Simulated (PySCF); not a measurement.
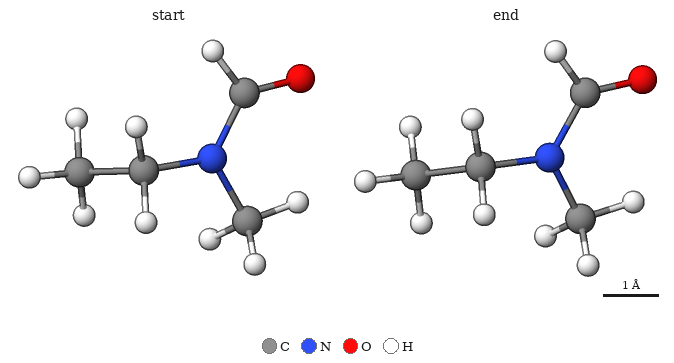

The structure of C4H9NO before (left) and after (right) a relaxation, at one scale.

Style: ball-and-stick. Shown from a free direction.

The start comes from GFN2-xTB. Its atoms were then displaced at random by about 0.01 Å.

Theory: PBE0-D3(BJ)/def2-TZVP geometry optimisation, gas phase (PySCF). 

### Summarise the run.

The atom that moves furthest after the best rigid fit is an H atom (0.19 Å). Largest moves by element: H 0.19 Å, O 0.15 Å, C 0.11 Å, N 0.02 Å. Near-neighbour distances that change, for instance: C–H 1.128 → 1.093 Å, C–H 1.064 → 1.095 Å, C–N 1.466 → 1.441 Å, C–N 1.339 → 1.353 Å. Bond angles that change, for instance: N–C–H 106.7° → 111.5°, H–C–H 112.9° → 109.4°, H–C–H 110.4° → 107.6°. After 10 geometry steps the energy has fallen by 2.92 kcal/mol.
